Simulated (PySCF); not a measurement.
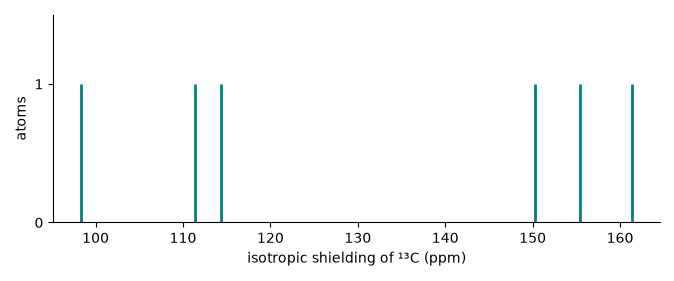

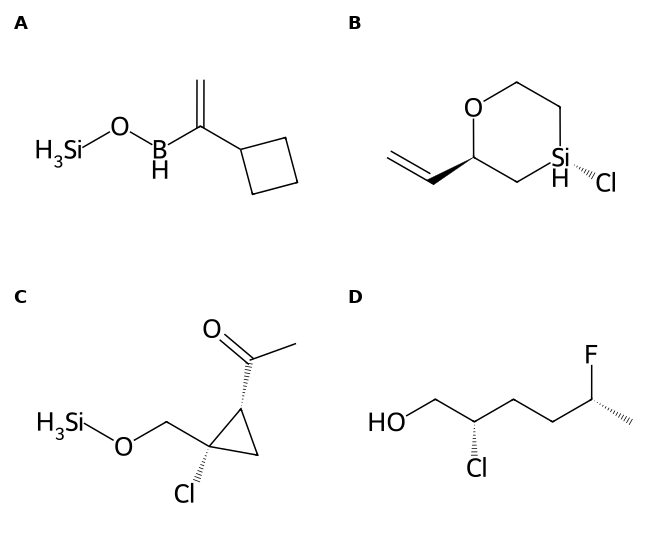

The sticks are computed shieldings of one of the molecules, for one fixed geometry (PBE0-D3(BJ)/def2-SVP) without averaging over rotations. Low shielding means a high chemical shift. Method: GIAO PBE0/pcSseg-1 NMR shielding, non-relativistic, gas phase (PySCF 2.14.0).

### Which molecule gives this pattern?

D, `C[C@@H](F)CC[C@H](Cl)CO`. Its 6 C atoms give lines at 98.3, 111.4, 114.4, 150.3, 155.5, 161.4 ppm.

The geometry is semi-empirical. Around B, Si such bond lengths and angles can be off by a tenth of an ångström or more and by several degrees, and values that hang on the shape move with them.
